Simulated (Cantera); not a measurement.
Input: 1 mol SiC, 0.012 mol Si, 4.3 mol H2, at 1.70 bar.

Cantera equilibrium calculation (NASA polynomials, part measured and part estimated; ideal gas, pure solids and liquids). Candidate condensed phases: C, C6H6, C7H8, C8H18, Si, SiC; 87 gas species. Mutual solubility and eutectic melting of coexisting phases are not modelled. Gases not in the tables: Si2H6 and higher silanes. Equilibrium is a limit: real reactors are often held back by kinetics, nucleation or transport.

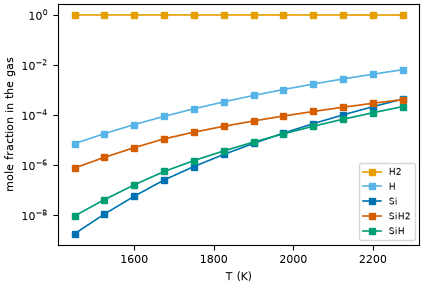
Fig. 1. Equilibrium gas composition (values under 1e-9 drawn at 1e-9)

Q: Read off the mole fractions at 1675 K.

A: H2 about 1.00, H about 8.9e-5, SiH2 about 1.1e-5, SiH about 5.6e-7, Si about 2.6e-7.
